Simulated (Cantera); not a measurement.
Input: 1 mol Si3N4, 7.1 mol HF, a varied amount of H2, 20 mol Cl2, held at 1075 K and 6800 Pa.

Method: chemical equilibrium by Gibbs-energy minimisation in Cantera with the NASA 1993 tables (ideal gas, pure condensed phases). Candidate condensed phases: NH4Cl, Si, Si3N4; 49 gas species. The tables' values for SiCl3 are old estimates; treat these amounts as uncertain. Equilibrium is a limit: real reactors are often held back by kinetics, nucleation or transport.

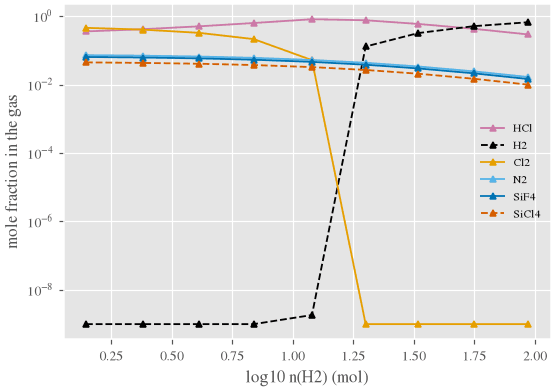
*Equilibrium gas composition (values under 1e-9 drawn at 1e-9)*

Question: Read off the mole fractions at 2.4 mol H2.

Answer: HCl about 0.42, Cl2 about 0.41, N2 about 0.070, SiF4 about 0.062, SiCl4 about 0.043.
